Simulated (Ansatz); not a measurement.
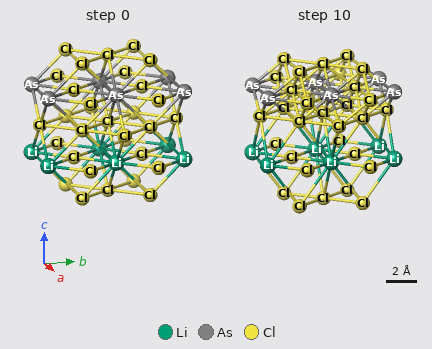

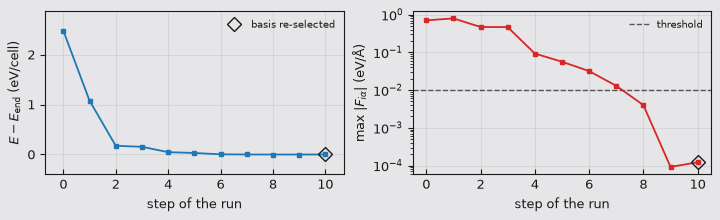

First and last geometry of a relaxation of solid LiAsCl$_{6}$ (built on the TiAlNi6-123 type type), with the history of the run. A ball-and-stick model of the atoms within 5.8 Å of the atom that moves most (axes of the cell of the calculation), seen slightly off an axis.

Computed with Ansatz 0.2.0, DFT, PBEsol, plane waves, PAW.

Input
```yaml
crystal:
  lattice:
    - [4.7194269, 0.0, 0.0]
    - [0.0, 4.7194269, 0.0]
    - [0.0, 0.0, 9.30667291]
  atoms:
    - { symbol: Li, position: [0.0, 0.0, 0.5] }
    - { symbol: As, position: [0.0, 0.0, 0.0] }
    - { symbol: Cl, position: [0.5, 0.5, 0.0] }
    - { symbol: Cl, position: [0.5, 0.5, 0.5] }
    - { symbol: Cl, position: [0.5, 0.0, 0.24691689] }
    - { symbol: Cl, position: [0.5, 0.0, 0.75308311] }
    - { symbol: Cl, position: [0.0, 0.5, 0.24691689] }
    - { symbol: Cl, position: [0.0, 0.5, 0.75308311] }
kpoints:
  mp_grid: { grid: [4, 4, 2] }
hamiltonian:
  xc: pbesol
scf:
  occupations: { method: fermi_dirac, width: 0.03 }
relax:
  f_tol: 0.01
  cell: {}
  max_steps: 120
```

Command:
```bash
ansatz run input.yaml --threads 4 --pin off --max-ram 4608MiB --backend cpu --events-out ev --progress --plain --runs-dir out
```

**What do the curves and the structures tell?**

It converged. The energy falls by 2.478 eV per cell of the calculation in 9 accepted moves (10 points after the start). The largest force component goes from 0.71 to 0.00012 eV/Å. Pressure: −6.88 GPa at the start and 0.01 GPa at the end. At 1 point the geometry stayed and the basis and grid were re-selected for the new cell (energy shift of 0.8 meV per cell of the calculation at most each time). The largest moves relative to the cell, 0.60 Å, are those of Cl5, Cl6, Cl7 and Cl8. Cl6 goes along +c. As and Li stay in place. Cell: a = b 4.719 → 4.385 Å (−7.1 %), c 9.307 → 9.240 Å (−0.7 %). Volume −14.3 %. Among the contacts that change: Cl3–Cl5 3.294 → 2.765 Å, As2–Cl5 3.294 → 2.765 Å, Li1–Cl5 3.334 → 3.664 Å, Cl5–Cl7 3.337 → 3.101 Å. The space group stays P4/mmm (No. 123).

```
step  E − E(0), meV/atom  largest force component, eV/Å  pressure, GPa  volume, Å³/atom                      note
   0                0.00                         0.7067          -6.88           25.911                          
   1             -175.01                         0.7979          -5.17           22.770                          
   2             -287.88                         0.4726          -0.67           20.495                          
   3             -290.41                         0.4684           2.84           20.247                          
   4             -303.87                         0.0935           0.27           20.779                          
   5             -305.89                         0.0566           0.23           21.006                          
   6             -309.25                         0.0319           0.24           21.732                          
   7             -309.72                         0.0130           0.10           22.026                          
   8             -309.78                         0.0040          -0.01           22.164                          
   9             -309.79                         0.0001           0.01           22.212                          
  10             -309.69                         0.0001           0.01           22.212  same geometry, new basis
```
